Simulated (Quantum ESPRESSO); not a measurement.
# What a tighter setting buys: conv_thr, MgTi₂ (Cm, 6 atoms in the cell)

```yaml
crystal:
  lattice:
    - [5.62681, -1.44148, 0.00000]
    - [5.62681, 1.44148, 0.00000]
    - [-1.93156, 0.00000, 6.86684]
  atoms:
    - { symbol: Mg, position: [0.39116, 0.39116, 0.27902] }
    - { symbol: Mg, position: [0.05680, 0.05680, 0.61396] }
    - { symbol: Ti, position: [0.00269, 0.00269, 0.99816] }
    - { symbol: Ti, position: [0.67060, 0.67060, 0.32129] }
    - { symbol: Ti, position: [0.32611, 0.32611, 0.67879] }
    - { symbol: Ti, position: [0.71931, 0.71931, 0.94210] }
```

Level of theory: LDA (PZ), GBRV 1.5 ultrasoft (LDA) pseudopotentials (plane waves; Quantum ESPRESSO).

Base settings: ecutwfc = 50 Ry; ecutrho = 400 Ry; occupations = smearing; smearing = gaussian; degauss = 0.0099958 Ry; potentials = {Mg: mg_lda_v1.4.uspp.F.UPF, Ti: ti_lda_v1.4.uspp.F.UPF}; K_POINTS = automatic 6 6 3 0 0 0; conv_thr = 1e-10 Ry; mixing_beta = 0.3.

Misses are taken against the tightest run, 7.3e-14 Ry, which need not be fully converged itself. The energy is the free energy per atom.

The count of work is k-points × plane waves × bands × iterations; it is no time, and leaves out set-up, grids and terms that scale otherwise. Core times come from one kind of shared machine and are given to one figure; runs under 30 s give none.

The starting cell comes from a database of computed structures (which also holds hypothetical and non-ambient phases and stackings), without a prior relaxation at this level. Spin polarisation is off. In the base run, with a pressure of about -6 GPa the cell is away from its equilibrium volume at this level. Without a gap this mesh is coarse (it stands for a supercell whose shortest vector is 17 Å).

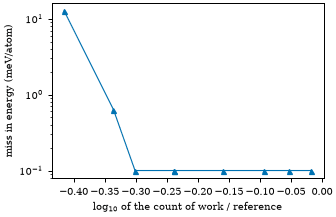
Miss against the count of work; the reference run is not drawn, and misses under 0.1 meV/atom are drawn there.

```
conv_thr    energy less reference (meV/atom)  pressure less reference (GPa)  largest difference in the force on any atom (eV/Å)  count of work / reference  core time / reference (rough)
----------  --------------------------------  -----------------------------  --------------------------------------------------  -------------------------  -----------------------------
0.0073 Ry                              12.63                          -8.15                                               0.445                       0.38                            0.5
0.00073 Ry                              0.64                           0.80                                               0.099                       0.46                            0.5
7.3e-05 Ry                              0.09                          -0.16                                               0.045                       0.50                            0.5
7.3e-06 Ry                              0.00                           0.04                                               0.008                       0.58                            0.6
7.3e-07 Ry                              0.00                           0.04                                               0.008                       0.58                            0.6
7.3e-08 Ry                              0.00                           0.01                                               0.002                       0.69                            0.8
7.3e-10 Ry                              0.00                           0.00                                               0.000                       0.81                            0.9
1e-10 Ry                                0.00                           0.00                                               0.000                       0.88                            1.0
7.3e-12 Ry                              0.00                           0.00                                               0.000                       0.96                            1.0
7.3e-14 Ry                              0.00                           0.00                                               0.000                        1.0                              1
```

Coarsest setting among those run that, with all tighter ones, holds the energy within 2 meV/atom of the reference: 0.00073 Ry, off by 0.64 meV/atom; its saving against the reference is no more than about a factor of 2 in the count of work.

Coarsest setting among those run that, with all tighter ones, holds the energy within 0.5 meV/atom of the reference: 7.3e-05 Ry, off by 0.09 meV/atom; its saving against the reference is no more than about a factor of 2 in the count of work.
